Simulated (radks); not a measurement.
# Fractional charge and spin in the 4d shell of indium

Aim: the energy as the spin-up occupation of 4d runs from 4 to 5 and the spin-down one from 4 to 5, against the two flat planes that join the four corners. Added charge counts from the emptiest corner (up 4, down 4).

Program: radks (a radial shooting solver on a logarithmic mesh, Libxc functionals) version 1. Level of theory: scalar-relativistic Kohn-Sham, r2SCAN, spin-polarised, spherical densities, finite nucleus. These are calculated values, not measurements, unless marked.

### 1 The atom as given

| Quantity | Value |
| --- | --- |
| element | indium (Z = 49) |
| configuration | [Kr] 5s(up 0.5, down 0.5) 4d(up 5, down 5) |
| nuclear rms radius | 4.6156 fm |

In the logs a row gives level, spin channel, occupation and eigenvalue; Etot, Ekin, Encl (electron-nucleus), Eh (Hartree) and Exc are energies, all in hartree; err is the last residual, it the number of iterations.

A shell typed twice in an input gives spin up, then spin down.

### 2 4d: up 5, down 5

Settings of this run:

```text
Z 49
configuration [Kr] 5s0.5 5s0.5 4d5 4d5
relativity scalar-relativistic
functional r2scan,r2scan
spin polarised
nucleus finite rms 4.6156 fm
c 137.035999084
```

Launch:

```bash
$ python run_ks.py task.json out
```

This one command runs every case of the session in turn.

What it wrote:

```text
1s      1   1.0000       -1022.51965732
2s      1   1.0000        -154.21806857
2p      1   3.0000        -138.37844990
3s      1   1.0000         -30.02728218
3p      1   3.0000         -24.80087818
3d      1   5.0000         -16.70419661
4s      1   1.0000          -5.18140524
4p      1   3.0000          -3.61986344
5s      1   0.5000          -0.86009819
4d      1   5.0000          -1.36396940
1s      2   1.0000       -1022.51965732
2s      2   1.0000        -154.21806857
2p      2   3.0000        -138.37844990
3s      2   1.0000         -30.02728218
3p      2   3.0000         -24.80087818
3d      2   5.0000         -16.70419661
4s      2   1.0000          -5.18140524
4p      2   3.0000          -3.61986344
5s      2   0.5000          -0.86009819
4d      2   5.0000          -1.36396940
Etot -5881.4012840851
Ekin 6130.269495116521
Encl -14189.503765509839
Eh 2337.454955480901
Exc -159.6219691726841
err 2.0838985423268447e-06
it 13
```

Run time: 0.26 s. Hardware: 1 thread of Arm Neoverse N1, shared host; peak memory 0.24 GiB.

Highest occupied level: 5s at -23.404 eV.

Sizes of the orbitals, from the radial functions (bohr):

```csv
level,occupation,energy (eV),<r>,outermost maximum (interpolated),90 % within,nodes
2p,6,-3765.5,0.1122,0.0869,0.183,0
3s,2,-817.08,0.3478,0.315,0.511,2
3p,6,-674.87,0.3466,0.309,0.521,1
3d,10,-454.54,0.3243,0.259,0.511,0
4s,2,-140.99,0.8506,0.771,1.23,3
4p,6,-98.502,0.9233,0.817,1.36,2
4d,10,-37.115,1.162,0.930,1.81,1
5s,1,-23.404,2.339,2.05,3.40,4
```

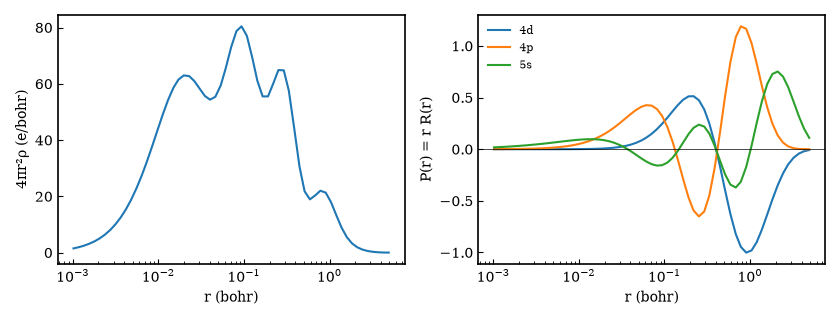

Left: shells in the radial density. Right: radial functions of the outer levels.

### 3 4d: up 5, down 4.5

Settings of this run:

```text
Z 49
configuration [Kr] 5s0.5 5s0.5 4d5 4d4.5
relativity scalar-relativistic
functional r2scan,r2scan
spin polarised
nucleus finite rms 4.6156 fm
c 137.035999084
```

What it wrote:

```text
1s      1   1.0000       -1022.85228815
2s      1   1.0000        -154.55748905
2p      1   3.0000        -138.71705564
3s      1   1.0000         -30.36048797
3p      1   3.0000         -25.13445597
3d      1   5.0000         -17.03968313
4s      1   1.0000          -5.50833703
4p      1   3.0000          -3.94174405
5s      1   0.5000          -1.06720867
4d      1   5.0000          -1.66698172
1s      2   1.0000       -1022.85232021
2s      2   1.0000        -154.55098483
2p      2   3.0000        -138.71221966
3s      2   1.0000         -30.35902173
3p      2   3.0000         -25.13225675
3d      2   5.0000         -17.03485823
4s      2   1.0000          -5.48780505
4p      2   3.0000          -3.92082178
5s      2   0.5000          -1.06126877
4d      2   4.5000          -1.64717449
Etot -5880.649114567115
Ekin 6129.551997994363
Encl -14173.336145682839
Eh 2322.4153181826464
Exc -159.28028506128652
err 3.3280554389145295e-06
it 12
```

Wall time 0.25 s (1 thread of Arm Neoverse N1, shared host); peak memory 0.24 GiB.

Energy against step 2 (4d: up 5, down 5): +20.468 eV. Highest occupied level: 5s down at -28.879 eV.

### 4 4d: up 5, down 4

Settings of this run:

```text
Z 49
configuration [Kr] 5s0.5 5s0.5 4d5 4d4
relativity scalar-relativistic
functional r2scan,r2scan
spin polarised
nucleus finite rms 4.6156 fm
c 137.035999084
```

What it wrote:

```text
1s      1   1.0000       -1023.20177811
2s      1   1.0000        -154.91417813
2p      1   3.0000        -139.07292332
3s      1   1.0000         -30.70978637
3p      1   3.0000         -25.48414733
3d      1   5.0000         -17.39148417
4s      1   1.0000          -5.84865072
4p      1   3.0000          -4.27648319
5s      1   0.5000          -1.28387495
4d      1   5.0000          -1.98249606
1s      2   1.0000       -1023.20184555
2s      2   1.0000        -154.90078094
2p      2   3.0000        -139.06296271
3s      2   1.0000         -30.70677806
3p      2   3.0000         -25.47962967
3d      2   5.0000         -17.38155727
4s      2   1.0000          -5.80627482
4p      2   3.0000          -4.23331686
5s      2   0.5000          -1.27122398
4d      2   4.0000          -1.94144625
Etot -5879.752562008173
Ekin 6128.6924446608
Encl -14156.353802956946
Eh 2306.833281762264
Exc -158.92448547429143
err 2.5192558345399977e-06
it 12
```

Wall time 0.25 s (1 thread of Arm Neoverse N1, shared host); peak memory 0.24 GiB.

Energy against step 2 (4d: up 5, down 5): +44.864 eV. Highest occupied level: 5s down at -34.592 eV.

### 5 4d: up 4.5, down 4.5

Settings of this run:

```text
Z 49
configuration [Kr] 5s0.5 5s0.5 4d4.5 4d4.5
relativity scalar-relativistic
functional r2scan,r2scan
spin polarised
nucleus finite rms 4.6156 fm
c 137.035999084
```

What it wrote:

```text
1s      1   1.0000       -1023.20251917
2s      1   1.0000        -154.90817677
2p      1   3.0000        -139.06864203
3s      1   1.0000         -30.70889753
3p      1   3.0000         -25.48250410
3d      1   5.0000         -17.38715005
4s      1   1.0000          -5.82822745
4p      1   3.0000          -4.25568188
5s      1   0.5000          -1.27773185
4d      1   4.5000          -1.96269193
1s      2   1.0000       -1023.20251917
2s      2   1.0000        -154.90817677
2p      2   3.0000        -139.06864203
3s      2   1.0000         -30.70889753
3p      2   3.0000         -25.48250410
3d      2   5.0000         -17.38715005
4s      2   1.0000          -5.82822745
4p      2   3.0000          -4.25568188
5s      2   0.5000          -1.27773185
4d      2   4.5000          -1.96269193
Etot -5879.742305640265
Ekin 6128.6811039550175
Encl -14156.31910132708
Eh 2306.8087471486047
Exc -158.9130554168068
err 2.3870041516938264e-06
it 12
```

Wall time 0.25 s (1 thread of Arm Neoverse N1, shared host); peak memory 0.24 GiB.

E − E(step 2, 4d: up 5, down 5) = +45.143 eV. The top filled level is 5s, -34.769 eV.

### 6 4d: up 4.5, down 4

Settings of this run:

```text
Z 49
configuration [Kr] 5s0.5 5s0.5 4d4.5 4d4
relativity scalar-relativistic
functional r2scan,r2scan
spin polarised
nucleus finite rms 4.6156 fm
c 137.035999084
```

What it wrote:

```text
1s      1   1.0000       -1023.56868459
2s      1   1.0000        -155.28172216
2p      1   3.0000        -139.44141547
3s      1   1.0000         -31.07387415
3p      1   3.0000         -25.84787345
3d      1   5.0000         -17.75477309
4s      1   1.0000          -6.18093941
4p      1   3.0000          -4.60234868
5s      1   0.5000          -1.50306273
4d      1   4.5000          -2.28979092
1s      2   1.0000       -1023.56871988
2s      2   1.0000        -155.27482142
2p      2   3.0000        -139.43628497
3s      2   1.0000         -31.07233205
3p      2   3.0000         -25.84555409
3d      2   5.0000         -17.74966674
4s      2   1.0000          -6.15907682
4p      2   3.0000          -4.58008836
5s      2   0.5000          -1.49638024
4d      2   4.0000          -2.26854259
Etot -5878.685104117304
Ekin 6127.6619386301145
Encl -14138.530577833464
Eh 2290.7167352127844
Exc -158.53320012673896
err 2.0073935751601965e-06
it 12
```

Run time: 0.25 s. Hardware: 1 thread of Arm Neoverse N1, shared host; peak memory 0.24 GiB.

Energy against step 2 (4d: up 5, down 5): +73.911 eV. 5s down is the highest filled level (-40.719 eV).

### 7 4d: up 4, down 4

Settings of this run:

```text
Z 49
configuration [Kr] 5s0.5 5s0.5 4d4 4d4
relativity scalar-relativistic
functional r2scan,r2scan
spin polarised
nucleus finite rms 4.6156 fm
c 137.035999084
```

What it wrote:

```text
1s      1   1.0000       -1023.95085056
2s      1   1.0000        -155.66448204
2p      1   3.0000        -139.82522917
3s      1   1.0000         -31.45218329
3p      1   3.0000         -26.22579725
3d      1   5.0000         -18.13231183
4s      1   1.0000          -6.52328537
4p      1   3.0000          -4.93782318
5s      1   0.5000          -1.72985772
4d      1   4.0000          -2.60648304
1s      2   1.0000       -1023.95085056
2s      2   1.0000        -155.66448204
2p      2   3.0000        -139.82522917
3s      2   1.0000         -31.45218329
3p      2   3.0000         -26.22579725
3d      2   5.0000         -18.13231183
4s      2   1.0000          -6.52328537
4p      2   3.0000          -4.93782318
5s      2   0.5000          -1.72985772
4d      2   4.0000          -2.60648304
Etot -5877.461655242966
Ekin 6126.477466400083
Encl -14119.970568534583
Eh 2274.1620054855475
Exc -158.13055859401356
err 1.5370584244238894e-06
it 12
```

It took 0.25 s on 1 thread of Arm Neoverse N1, shared host; peak memory 0.24 GiB.

E − E(step 2, 4d: up 5, down 5) = +107.203 eV. The top filled level is 5s, -47.072 eV.

### 8 Results

```csv
down \ up,4,4.5,5
4,0.000,-2.122,0.000
4.5,-2.122,0.279,-1.964
5,0.000,-1.964,0.000
```

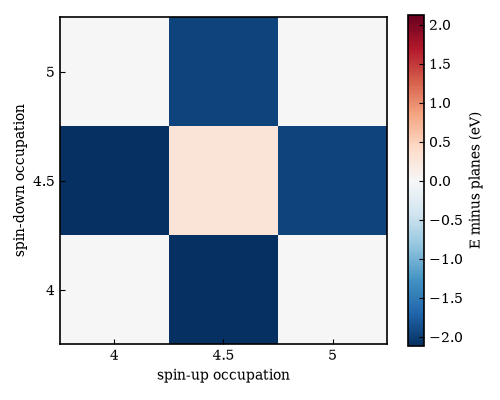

Energy minus the flat planes.

**Reading.** The table gives the energy in eV minus the planes, whose edge runs along up + down = one added electron; mirror points follow by spin symmetry. With half an added electron in each spin it lies 0.28 eV above the planes. With half an electron added in spin up alone it lies 2.12 eV below them. The planes are only a guide here: the condition holds for ground states with one frontier orbital, and this shell is degenerate.
